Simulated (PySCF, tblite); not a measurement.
Coordinates of C₃H₂BF₃, SMILES FB(F)C1=C(F)C1 (Å):

```xyz
9

F      2.3714    -0.9950     0.3077
B      1.6869     0.0917     0.0126
F      2.4234     1.1549    -0.2454
C      0.1696     0.1240    -0.0303
C     -0.9661     0.7493    -0.2192
F     -1.6060     1.8472    -0.5185
C     -1.1489    -0.6629     0.1427
H     -1.4381    -1.3799    -0.6155
H     -1.4787    -0.9232     1.1407
```

Vertical TDDFT excitations, CAM-B3LYP/def2-SVPD, PySCF 2.14.0, at a GFN2-xTB geometry (a minimum by its frequencies), gas phase.

Q: Where does it absorb, and how strongly?

A: The lowest singlet lies at 5.62 eV (221 nm, f = 0.191); the brightest of the first 8 is S1 at 5.62 eV (221 nm), f = 0.191, mainly HOMO → LUMO (96 %). No singlet lies below 3.1 eV (beyond 400 nm), so at this level no vertical transition falls in the visible.


| state | E (eV) | λ (nm) | f | main character |
| --- | --- | --- | --- | --- |
| S1 | 5.62 | 221 | 0.191 | HOMO → LUMO (96 %) |
| S2 | 6.12 | 203 | 0.000 | HOMO−1 → LUMO (97 %) |
| S3 | 6.78 | 183 | 0.000 | HOMO−2 → LUMO (91 %) |
| S4 | 6.97 | 178 | 0.008 | HOMO → LUMO+1 (83 %) |
| S5 | 8.01 | 155 | 0.022 | HOMO → LUMO+2 (55 %) |
| S6 | 8.25 | 150 | 0.006 | HOMO → LUMO+3 (61 %) |
| S7 | 8.57 | 145 | 0.041 | HOMO−1 → LUMO+1 (82 %) |
| S8 | 9.00 | 138 | 0.006 | HOMO → LUMO+4 (42 %) |

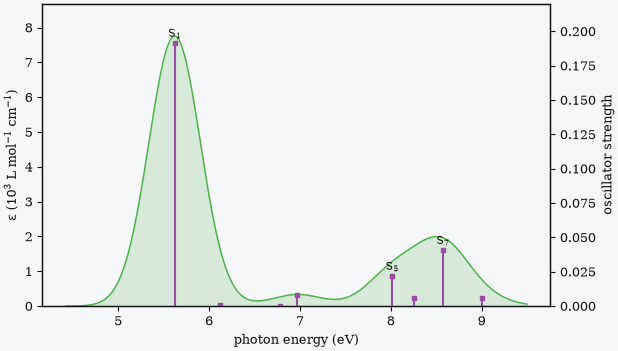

Only the first 8 singlet excitations are included; each is broadened by a Gaussian of 1/e half-width 0.40 eV. Sticks give oscillator strengths (right axis).

Note: the tight-binding geometry is rougher than a DFT one and adds to the error; one conformer of a flexible molecule; core orbitals are frozen in the response.
